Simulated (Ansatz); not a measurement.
```xyz
14

C    -0.3456   -0.0303    1.8283
C    -0.7637   -0.4206    0.4468
C     0.0071   -0.5685   -0.6427
C    -0.7026   -1.0788   -1.8722
C    -2.1984   -0.7852   -1.6688
S    -2.4892   -0.7847    0.1552
H     0.7402    0.1390    1.8738
H    -0.6034   -0.8194    2.5550
H    -0.8606    0.8884    2.1549
H     1.0877   -0.4073   -0.6197
H    -0.5314   -2.1685   -1.9758
H    -0.3386   -0.6133   -2.8030
H    -2.4610    0.2138   -2.0507
H    -2.8577   -1.5266   -2.1399
```

Geometry: B3LYP-D3(BJ)/def2-SVP.

Theory: isolated molecule in a Gaussian basis; Kohn-Sham density functional theory, functional PBE0 in Ansatz 0.2.0.

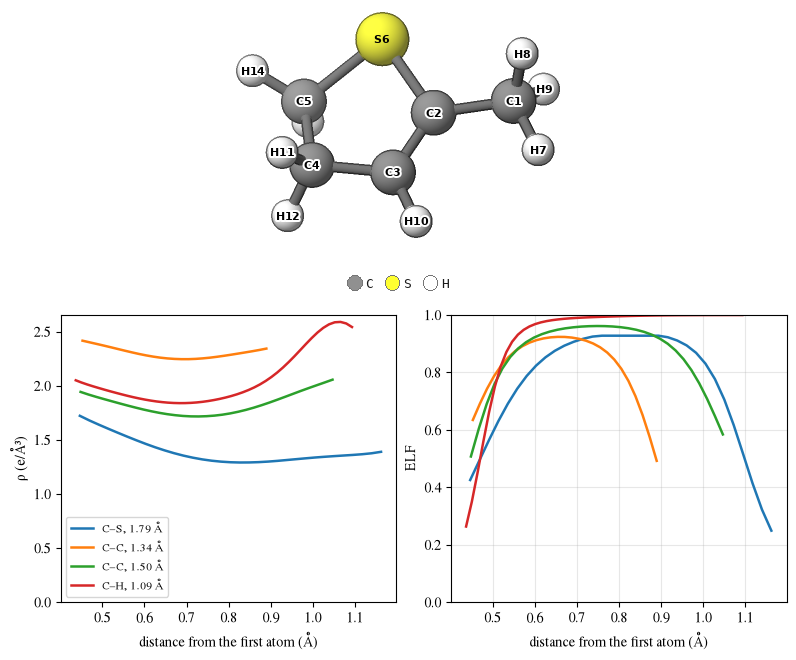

C5H8S (SMILES CC1=CCCS1). Total electron density and ELF along straight lines between neighbouring atoms. The curves leave out the atomic cores. The structure is drawn too.

What kind of bonding do the profiles show?

C–S (1.79 Å): ρ is about 1.3 e/Å³ halfway; the ELF peaks at about 0.95 between the atoms, as expected for a covalent bond.
C–C (1.34 Å): ρ is about 2.2 e/Å³ halfway; the ELF peaks at about 0.90 between the atoms: a short, multiple covalent bond.
C–C (1.50 Å): ρ at the midpoint is about 1.7 e/Å³; the ELF peaks at about 0.95 between the atoms (a covalent bond).
C–H (1.09 Å): ρ at the midpoint is about 1.9 e/Å³; the ELF climbs to about 1 towards the hydrogen, as it does in any bond to H; an ordinary covalent bond to hydrogen.
